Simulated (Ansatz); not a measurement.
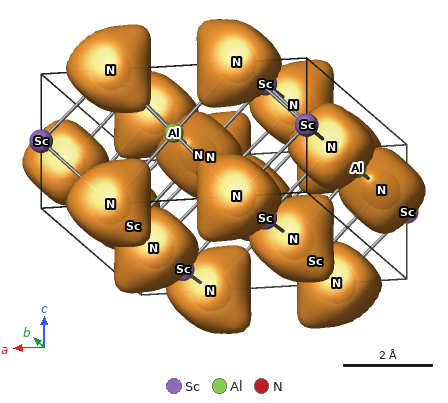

*Sc$_{3}$AlN$_{4}$. Isosurface of the ELF at 0.7 (orange), seen at an oblique angle. Core shells and regions of very low density are left out. Sticks mark near contacts.*

Space group Cmmm; a structure generated by program, which may or may not match a known phase.

The calculation used DFT PBE, scalar-relativistic, plane waves, PAW (Ansatz).

Input file:

```
crystal:
  lattice:
    - [3.1125089078, -4.4391819401, 0.0]
    - [3.1125089078, 4.4391819401, 0.0]
    - [0.0, 0.0, 3.1230195951]
  atoms:
    - { symbol: Sc, position: [0.0, 0.5, 0.0] }
    - { symbol: Sc, position: [0.0, 0.0, 0.5] }
    - { symbol: Sc, position: [0.5, 0.0, 0.0] }
    - { symbol: Al, position: [0.5, 0.5, 0.5] }
    - { symbol: "N", position: [0.7366001709, 0.7366001709, 0.0] }
    - { symbol: "N", position: [0.7470186219, 0.2529813781, 0.5] }
    - { symbol: "N", position: [0.2529813781, 0.7470186219, 0.5] }
    - { symbol: "N", position: [0.2633998291, 0.2633998291, 0.0] }
basis:
  ecutwfc: 420
kpoints:
  mp_grid: { grid: [8, 8, 12] }
  band_path:
    path:
      - [[0.0, 0.0, 0.0], [-0.5, 0.5, 0.0], [-0.37290097, 0.62709903, 0.0]]
      - [[0.37290097, 0.37290097, 0.0], [0.0, 0.0, 0.0], [0.0, 0.0, 0.5], [0.37290097, 0.37290097, 0.5]]
      - [[-0.37290097, 0.62709903, 0.5], [-0.5, 0.5, 0.5], [-0.5, 0.5, 0.0]]
      - [[0.0, 0.0, 0.0], [0.0, 0.5, 0.0], [0.0, 0.5, 0.5], [0.0, 0.0, 0.5], [-0.5, 0.5, 0.5]]
    npoints: 14
hamiltonian:
  xc: pbe
scf:
  occupations: { method: gaussian, width: 0.02 }
  n_extra_bands: 20
output:
  forces: true
  stress: true
  eigenvalues: true
  populations: true
  dos: { projected: true, de: 0.02, nscf_kmesh: { grid: [12, 12, 18] } }
  bader: true
  write_density: true
  write_potential: true
  elf: true
  volumetric_format: npy
```

Run with:

```sh
ansatz run input.yaml --threads 1 --pin off --max-ram 2560MiB --backend cpu --events-out ev --progress --plain --runs-dir out
```

Below, planes, directions and counts refer to the conventional cell (a = 6.23 Å, b = 8.88 Å, c = 3.12 Å, α = 90.00°, β = 90.00°, γ = 90.00°).

Q: Where are the electrons localised?

A: The ELF exceeds this value in eight regions on N in which the atom's valence shell and bonds are merged, counted in one cell of 16 atoms. Any copies at cell faces, edges or corners count once. Profiles from the grid: Al–N (2.15 Å): the ELF peaks at about 0.85 in the valence shell of N, 0.8 Å from its nucleus, and is about 0.80 at the midpoint. Sc–N (2.20 Å): the ELF peaks at about 0.80 in the valence shell of N, 0.7 Å from its nucleus, and is about 0.20 at the midpoint (no localised pair shows between them).

Q: What Bader charges does the calculation give?

A: Electrons move from Sc and Al towards N. Bader charges: Sc +1.81, Al +2.41 and N −2.03 to −1.90 e.
